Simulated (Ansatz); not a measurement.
# SiCl (doublet): correlated methods under varied settings at distance Si1–Cl2 = 2.510 Å

Aim: run SiCl (doublet) at one geometry under a spread of methods and options, and see what each costs and gives.

The runs use Ansatz 0.2.0, Gaussian basis; the settings change from run to run.

33 further runs of the same task are left out: 2 for a known fault of the program, 28 that didn't finish, 3 set aside as unsound or not needed. Runs told in other sessions of the task aren't counted.

## 1. What is computed

The geometry derives from a PBE0/def2-TZVP stationary point (not a proven minimum). One bond is set to the value named and the two fragments are kept rigid.

2 atoms, charge 0, spin multiplicity 2.

Atoms are counted from 1 here; the program's logs count them from 0.

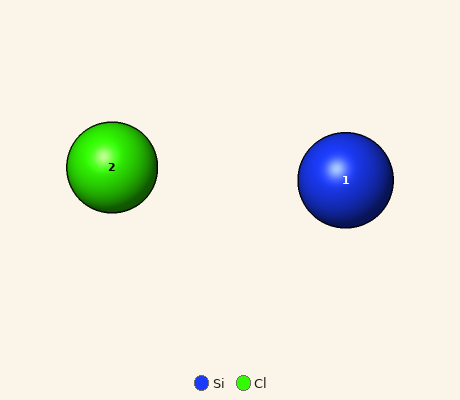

The geometry (silicon blue, chlorine green); atoms are numbered from 1 in the order of the file.

## 2. CCSDT(Q)/B on ROHF/STO-3G

Input file in.yaml:

```yaml
crystal:
  periodic: [false, false, false]
  atoms:
    - {symbol: Si, position_ang: [0.000000, 0.000000, 0.000000]}
    - {symbol: Cl, position_ang: [0.000000, 0.000000, 2.510000]}
basis:
  gaussian: {orbitals: STO-3G, fitting: {mean_field: def2-universal-jkfit}}
magnetization: {spin_polarized: false, initial_magnetization: 1}
correlation: {method: ccsdt_q_b, electrons: valence}
accuracy: high
output: {forces: true}
```

On the command line:

```bash
$ ansatz run in.yaml --threads 1 --pin off --events-out ev --progress --plain --max-ram 2393MiB
```

Output, cut to the lines that bear on the results:

```text
Functional definition: HF
  name "HF"
  cite "Fock, Z. Phys. 61, 126 (1930) doi:10.1007/BF01340294"
  parent pbe
[...]
256 factors; integrals over basis functions are off by at most 9.1e-3 eV
[...]
mean field -20139.94077999 eV, -740.1291723224 hartree, gradient 5.4e-8 eV, S^2 0.750000; 3 other end points of the search recorded, 0 dependent functions left out
determinant -20139.94077999 eV, -740.1291723224 hartree, with singles and doubles -20140.88218775 eV, -740.1637684195 hartree
determinant -20136.97228915 eV, -740.0200822962 hartree, with singles and doubles -20137.91040243 eV, -740.0545573234 hartree
10 core orbitals not correlated: weight in the atoms' cores, before any rotation towards them, 1.000 or more for the frozen orbitals, at most 0.000 for the correlated occupied ones
reference -20139.94077999 eV, -740.1291723224 hartree; 6, 5 occupied and 2, 3 virtual orbitals, 256 factors
second order -0.61983901 eV of doubles, -0.00528759 eV of singles
cycle   1  -0.78814051 eV  change   -1.6e-1 eV  update   6.8e-2
[...]
cycle  32  -0.97924213 eV  change   4.0e-11 eV  update   1.1e-9
perturbative correction -0.00243603 eV, -0.0000895225 hartree
[...]
Total energy: -20140.92245815 eV, -740.1652483295 hartree
Atom 0 at     0.000000     0.000000     0.000000 Å, force    -0.000000    -0.000000     3.687501 eV/Å
Atom 1 at     0.000000     0.000000     2.510000 Å, force     0.000000     0.000000    -3.687501 eV/Å
Dipole moment:     0.000000     0.000000    -1.042957 e Å
```

It took 3 s on 1 thread of AMD EPYC 9R45, shared host.

From the report: correlation -0.9817 eV; T1 0.018; largest double amplitude 0.13.

## 3. MRCISD+Q(relaxed)(3,6)/6-31G

Input file in.yaml:

```yaml
crystal:
  periodic: [false, false, false]
  atoms:
    - {symbol: Si, position_ang: [0.000000, 0.000000, 0.000000]}
    - {symbol: Cl, position_ang: [0.000000, 0.000000, 2.510000]}
basis:
  gaussian: {orbitals: 6-31G}
magnetization: {spin_polarized: false, initial_magnetization: 1}
correlation: {method: fic_mrcisd_q_relaxed, electrons: all, active_space: {window: {electrons: 3, orbitals: 6}, states: [{multiplicity: 2, weights: [1, 1, 0.5, 1]}]}}
```

Launched as before.

Output, cut to the lines that bear on the results:

```text
Functional definition: HF
  name "HF"
  cite "Fock, Z. Phys. 61, 126 (1930) doi:10.1007/BF01340294"
  parent pbe
[...]
496 factors; integrals over basis functions are off by at most 3.0e-8 eV
[...]
mean field -20363.26086595 eV, -748.3360341096 hartree, gradient 2.7e-6 eV, S^2 0.750000; 2 other end points of the search recorded, 0 dependent functions left out
reference -20363.26086595 eV, -748.3360341096 hartree; 16, 15 occupied and 10, 11 virtual orbitals, 496 factors
state -20363.64580333 eV, -748.3501802976 hartree
state -20363.61079777 eV, -748.3488938670 hartree
state -20360.87734153 eV, -748.2484412029 hartree
state -20360.15420445 eV, -748.2218664053 hartree
contracted CI cycle   1: correlation -0.00000000 eV, -0.0000000000 hartree, residual 1.18e1 eV
contracted CI cycle   2: correlation -1.94820593 eV, -0.0715952472 hartree, residual 2.55e0 eV
[...]
contracted CI cycle   3: correlation -1.91107793 eV, -0.0702308185 hartree, residual 9.66e-1 eV
contracted CI cycle   4: correlation -1.93603531 eV, -0.0711479852 hartree, residual 4.61e-1 eV
contracted CI cycle   5: correlation -1.94119127 eV, -0.0713374635 hartree, residual 1.69e-1 eV
contracted CI cycle   6: correlation -1.94198560 eV, -0.0713666545 hartree, residual 5.88e-2 eV
contracted CI cycle   7: correlation -1.94209204 eV, -0.0713705659 hartree, residual 3.15e-2 eV
contracted CI cycle   8: correlation -1.94212326 eV, -0.0713717133 hartree, residual 1.90e-2 eV
contracted CI cycle   9: correlation -1.94213694 eV, -0.0713722160 hartree, residual 1.35e-2 eV
contracted CI cycle  10: correlation -1.94214115 eV, -0.0713723709 hartree, residual 5.43e-3 eV
contracted CI cycle  11: correlation -1.94214194 eV, -0.0713723999 hartree, residual 2.49e-3 eV
state -20360.15420445 eV, -748.2218664053 hartree; corrected -20362.20752216 eV, -748.2973244394 hartree
Total energy: -20364.57696949 eV, -748.3844000227 hartree
```

It took 2.7 s on 1 thread of AMD EPYC 9R45, shared host.

From the report: 45 determinants; active occupations (of the averaged states) 1.65, 0.58, 0.57, 0.19, 0.00, 0.00.

## 4. MP2 on UHF/6-31G

Input file in.yaml:

```yaml
crystal:
  periodic: [false, false, false]
  atoms:
    - {symbol: Si, position_ang: [0.000000, 0.000000, 0.000000]}
    - {symbol: Cl, position_ang: [0.000000, 0.000000, 2.510000]}
basis:
  gaussian: {orbitals: 6-31G}
magnetization: {spin_polarized: true, initial_magnetization: 1}
correlation: {method: mp2, electrons: outside_noble_gas}
accuracy: high
output: {forces: true}
```

The command is unchanged.

Output, cut to the lines that bear on the results:

```text
Functional definition: HF
  name "HF"
  cite "Fock, Z. Phys. 61, 126 (1930) doi:10.1007/BF01340294"
  parent pbe
[...]
504 factors; integrals over basis functions are off by at most 3.8e-9 eV
[...]
mean field -20363.27823449 eV, -748.3366723919 hartree, gradient 2.2e-8 eV, S^2 0.754466; 5 other end points of the search recorded, 0 dependent functions left out
10 core orbitals not correlated: weight in the atoms' cores, before any rotation towards them, 1.000 or more for the frozen orbitals, at most 0.000 for the correlated occupied ones
reference -20363.27823449 eV, -748.3366723919 hartree; 6, 5 occupied and 10, 11 virtual orbitals, 504 factors
second order -1.95064641 eV of doubles, -0.00000000 eV of singles
[...]
Total energy: -20365.22888090 eV, -748.4083573253 hartree
Atom 0 at     0.000000     0.000000     0.000000 Å, force    -0.000000    -0.000000     1.697969 eV/Å
Atom 1 at     0.000000     0.000000     2.510000 Å, force     0.000000     0.000000    -1.697969 eV/Å
Dipole moment:     0.000000    -0.000000    -0.909148 e Å
```

It took 0.45 s on 1 thread of AMD EPYC 9R45, shared host.

From the report: ⟨S²⟩ of the determinant 0.754 (pure doublet: 0.75).

## 5. CCSD on ROHF/def2-SVPD

Input file in.yaml:

```yaml
crystal:
  periodic: [false, false, false]
  atoms:
    - {symbol: Si, position_ang: [0.000000, 0.000000, 0.000000]}
    - {symbol: Cl, position_ang: [0.000000, 0.000000, 2.510000]}
basis:
  gaussian: {orbitals: def2-SVPD}
magnetization: {spin_polarized: false, initial_magnetization: 1}
correlation: {method: ccsd, electrons: outside_noble_gas}
```

The command is unchanged.

Output, cut to the lines that bear on the results:

```text
Functional definition: HF
  name "HF"
  cite "Fock, Z. Phys. 61, 126 (1930) doi:10.1007/BF01340294"
  parent pbe
[...]
475 factors; integrals over basis functions are off by at most 4.5e-4 eV
[...]
mean field -20358.47312622 eV, -748.1600879200 hartree, gradient 8.6e-6 eV, S^2 0.750000; 3 other end points of the search recorded, 0 dependent functions left out
[...]
determinant -20358.47312622 eV, -748.1600879200 hartree, with singles and doubles -20364.95418954 eV, -748.3982626040 hartree
determinant -20356.16341952 eV, -748.0752077642 hartree, with singles and doubles -20362.81434158 eV, -748.3196246416 hartree
10 core orbitals not correlated: weight in the atoms' cores, before any rotation towards them, 1.000 or more for the frozen orbitals, at most 0.000 for the correlated occupied ones
reference -20358.47312622 eV, -748.1600879200 hartree; 6, 5 occupied and 35, 36 virtual orbitals, 475 factors
second order -5.65021809 eV of doubles, -0.06972447 eV of singles
cycle   1  -6.48107540 eV  change   -1.2e-5 eV  update   1.1e-3
[...]
cycle   8  -6.48128536 eV  change    7.0e-6 eV  update   3.3e-6
Total energy: -20364.95441158 eV, -748.3982707637 hartree
```

It took 1.1 s on 1 thread of AMD EPYC 9R45, shared host.

From the report: correlation -6.4813 eV; T1 0.024; largest double amplitude 0.08.

## 6. MP2 on ROHF/STO-3G

Input file in.yaml:

```yaml
crystal:
  periodic: [false, false, false]
  atoms:
    - {symbol: Si, position_ang: [0.000000, 0.000000, 0.000000]}
    - {symbol: Cl, position_ang: [0.000000, 0.000000, 2.510000]}
basis:
  gaussian: {orbitals: STO-3G}
magnetization: {spin_polarized: false, initial_magnetization: 1}
correlation: {method: mp2, electrons: valence}
output: {forces: true}
```

Launched as before.

Output, cut to the lines that bear on the results:

```text
Functional definition: HF
  name "HF"
  cite "Fock, Z. Phys. 61, 126 (1930) doi:10.1007/BF01340294"
  parent pbe
[...]
186 factors; integrals over basis functions are off by at most 2.1e-5 eV
[...]
mean field -20139.92754156 eV, -740.1286858190 hartree, gradient 2.9e-6 eV, S^2 0.750000; 2 other end points of the search recorded, 0 dependent functions left out
[...]
10 core orbitals not correlated: weight in the atoms' cores, before any rotation towards them, 1.000 or more for the frozen orbitals, at most 0.000 for the correlated occupied ones
reference -20139.92754156 eV, -740.1286858190 hartree; 6, 5 occupied and 2, 3 virtual orbitals, 186 factors
second order -0.61988223 eV of doubles, -0.00528557 eV of singles
[...]
Total energy: -20140.55270936 eV, -740.1516603120 hartree
Atom 0 at     0.000000     0.000000     0.000000 Å, force    -0.000000    -0.000000     3.825607 eV/Å
Atom 1 at     0.000000     0.000000     2.510000 Å, force     0.000000     0.000000    -3.825607 eV/Å
Dipole moment:     0.000000     0.000000    -1.111265 e Å
```

Run time: 0.12 s. Hardware: 1 thread of AMD EPYC 9R45, shared host.

## 7. CCSDT(Q)/B on ROHF/6-31G

Input file in.yaml:

```yaml
crystal:
  periodic: [false, false, false]
  atoms:
    - {symbol: Si, position_ang: [0.000000, 0.000000, 0.000000]}
    - {symbol: Cl, position_ang: [0.000000, 0.000000, 2.510000]}
basis:
  gaussian: {orbitals: 6-31G}
magnetization: {spin_polarized: false, initial_magnetization: 1}
correlation: {method: ccsdt_q_b, electrons: outside_noble_gas}
```

Launched as before.

Output, cut to the lines that bear on the results:

```text
Functional definition: HF
  name "HF"
  cite "Fock, Z. Phys. 61, 126 (1930) doi:10.1007/BF01340294"
  parent pbe
[...]
496 factors; integrals over basis functions are off by at most 3.0e-8 eV
[...]
mean field -20363.26086595 eV, -748.3360341096 hartree, gradient 2.7e-6 eV, S^2 0.750000; 3 other end points of the search recorded, 0 dependent functions left out
[...]
determinant -20363.26086595 eV, -748.3360341096 hartree, with singles and doubles -20365.67580446 eV, -748.4247814632 hartree
determinant -20360.93459248 eV, -748.2505451364 hartree, with singles and doubles -20363.50377624 eV, -748.3449608982 hartree
10 core orbitals not correlated: weight in the atoms' cores, before any rotation towards them, 1.000 or more for the frozen orbitals, at most 0.000 for the correlated occupied ones
reference -20363.26086595 eV, -748.3360341096 hartree; 6, 5 occupied and 10, 11 virtual orbitals, 496 factors
second order -1.95608681 eV of doubles, -0.00881621 eV of singles
cycle   1  -2.20625107 eV  change   -2.4e-1 eV  update   9.4e-2
[...]
cycle  19  -2.50540793 eV  change    6.9e-8 eV  update   9.8e-7
perturbative correction -0.00123192 eV, -0.0000452724 hartree
Total energy: -20365.76750580 eV, -748.4281514253 hartree
```

It took 2.8 s on 1 thread of AMD EPYC 9R45, shared host.

From the report: correlation -2.5066 eV; T1 0.025; largest double amplitude 0.10.

## 8. CASSCF(1,2)/def2-mTZVP

Input file in.yaml:

```yaml
crystal:
  periodic: [false, false, false]
  atoms:
    - {symbol: Si, position_ang: [0.000000, 0.000000, 0.000000]}
    - {symbol: Cl, position_ang: [0.000000, 0.000000, 2.510000]}
basis:
  gaussian: {orbitals: def2-mTZVP}
magnetization: {spin_polarized: false, initial_magnetization: 1}
correlation: {active_space: {window: {electrons: 1, orbitals: 2}}}
accuracy: high
output: {forces: true}
```

Launched as before.

Output, cut to the lines that bear on the results:

```text
Functional definition: HF
  name "HF"
  cite "Fock, Z. Phys. 61, 126 (1930) doi:10.1007/BF01340294"
  parent pbe
[...]
658 factors; integrals over basis functions are off by at most 3.9e-9 eV
[...]
mean field -20364.90320590 eV, -748.3963889895 hartree, gradient 2.5e-8 eV, S^2 0.750000; 2 other end points of the search recorded, 0 dependent functions left out
reference -20364.90320590 eV, -748.3963889895 hartree; 16, 15 occupied and 28, 29 virtual orbitals, 658 factors
state -20364.90320590 eV, -748.3963889895 hartree
[...]
Total energy: -20364.90320590 eV, -748.3963889895 hartree
Atom 0 at     0.000000     0.000000     0.000000 Å, force     0.000000    -0.000000     2.726864 eV/Å
Atom 1 at     0.000000     0.000000     2.510000 Å, force    -0.000000     0.000000    -2.726864 eV/Å
Dipole moment:     0.000000     0.000000    -0.984973 e Å
```

Wall time 0.6 s (1 thread of AMD EPYC 9R45, shared host).

From the report: 2 determinants; active occupations 1.00, 0.00. With so small a space the active step adds no correlation: the energy is the mean field's.

## 9. CASCI(1,2)/6-31G

Input file in.yaml:

```yaml
crystal:
  periodic: [false, false, false]
  atoms:
    - {symbol: Si, position_ang: [0.000000, 0.000000, 0.000000]}
    - {symbol: Cl, position_ang: [0.000000, 0.000000, 2.510000]}
basis:
  gaussian: {orbitals: 6-31G}
magnetization: {spin_polarized: false, initial_magnetization: 1}
correlation: {active_space: {window: {electrons: 1, orbitals: 2}, fixed_orbitals: true}}
```

Same command.

Output:

```text
Functional definition: HF
  name "HF"
  cite "Fock, Z. Phys. 61, 126 (1930) doi:10.1007/BF01340294"
  parent pbe
  exchange = exact_x
  correlation = 0
280 factors; integrals over basis functions are off by at most 1.2e-4 eV
mean field evaluation 1: about -20362.1241 eV, gradient 1.4e1 eV
mean field evaluation 2: about -20362.1255 eV, gradient 1.4e1 eV
mean field evaluation 4: about -20363.2490 eV, gradient 9.0e-1 eV
mean field evaluation 8: about -20363.2607 eV, gradient 2.3e-3 eV
mean field evaluation 16: about -20363.2607 eV, gradient 2.9e-2 eV
mean field -20363.26069449 eV, -748.3360278088 hartree, gradient 2.8e-6 eV, S^2 0.750000; 2 other end points of the search recorded, 0 dependent functions left out
reference -20363.26069449 eV, -748.3360278088 hartree; 16, 15 occupied and 10, 11 virtual orbitals, 280 factors
state -20363.26069449 eV, -748.3360278088 hartree
Total energy: -20363.26069449 eV, -748.3360278088 hartree
```

It took 0.12 s on 1 thread of AMD EPYC 9R45, shared host.

From the report: 1 determinant; active occupations 1.00, 0.00. With so small a space the active step adds no correlation: the energy is the mean field's.

## 10. HF (UHF)/STO-3G

Input file in.yaml:

```yaml
crystal:
  periodic: [false, false, false]
  atoms:
    - {symbol: Si, position_ang: [0.000000, 0.000000, 0.000000]}
    - {symbol: Cl, position_ang: [0.000000, 0.000000, 2.510000]}
basis:
  gaussian: {orbitals: STO-3G}
magnetization: {spin_polarized: true, initial_magnetization: 1}
hamiltonian: {xc: hf}
accuracy: high
scf: {lower_state_search: light}
output: {orbitals: {seedname: orbitals}}
```

Launched as before.

Output:

```text
Functional definition: HF
  name "HF"
  cite "Fock, Z. Phys. 61, 126 (1930) doi:10.1007/BF01340294"
  parent pbe
  exchange = exact_x
  correlation = 0
287 factors; integrals over basis functions are off by at most 5.1e-9 eV
mean field evaluation 1: about -20138.7258 eV, gradient 7.2e0 eV
mean field evaluation 2: about -20138.7559 eV, gradient 7.2e0 eV
mean field evaluation 4: about -20139.9395 eV, gradient 4.1e-1 eV
mean field evaluation 8: about -20139.9425 eV, gradient 2.2e-5 eV
mean field evaluation 16: about -20139.9395 eV, gradient 4.3e-1 eV
mean field -20139.94253950 eV, -740.1292369831 hartree, gradient 1.7e-8 eV, S^2 0.755409; 0 other end points of the search recorded, 0 dependent functions left out
reference -20139.94253950 eV, -740.1292369831 hartree; 16, 15 occupied and 2, 3 virtual orbitals, 287 factors
Total energy: -20139.94253950 eV, -740.1292369831 hartree
```

It took 0.09 s on 1 thread of AMD EPYC 9R45, shared host.

From the report: ⟨S²⟩ of the determinant 0.755 (pure doublet: 0.75).

## 11. All runs side by side

Where basis and cores are those of an earlier FCI/6-31G run (-20365.7687 eV), and the records show the same count of frozen orbitals and kind of state, the miss against it is given; a blank cell means that this couldn't be shown.

```csv
level,correlated,functions,energy (eV),from FCI (meV),time
CCSDT(Q)/B on ROHF/STO-3G,valence,18,-20140.9225,,3 s
"MRCISD+Q(relaxed)(3,6)/6-31G (mean of several states)",all,26,-20364.5770,,2.7 s
MP2 on UHF/6-31G,outside noble gas,26,-20365.2289,539.8,0.45 s
CCSD on ROHF/def2-SVPD,outside noble gas,51,-20364.9544,,1.1 s
MP2 on ROHF/STO-3G,valence,18,-20140.5527,,0.12 s
CCSDT(Q)/B on ROHF/6-31G,outside noble gas,26,-20365.7675,1.2,2.8 s
"CASSCF(1,2)/def2-mTZVP",,44,-20364.9032,,0.6 s
"CASCI(1,2)/6-31G",,26,-20363.2607,2508.0,0.12 s
HF (UHF)/STO-3G,,18,-20139.9425,,0.09 s
```

## 12. Outcome

```
quantity                           value
    runs                               9
quickest         HF (UHF)/STO-3G, 0.09 s
 slowest  CCSDT(Q)/B on ROHF/STO-3G, 3 s
```

**Reading.** Total energies in different bases, with other cores or another treatment of relativity can't be set against each other. CCSDT(Q)/B on ROHF/STO-3G took 33 times as long as HF (UHF)/STO-3G; the jobs differ in more than the method. Among the correlated runs with a miss given, it spans +1 to +540 meV. Hartree-Fock, CASSCF and CASCI lack dynamic correlation by design.
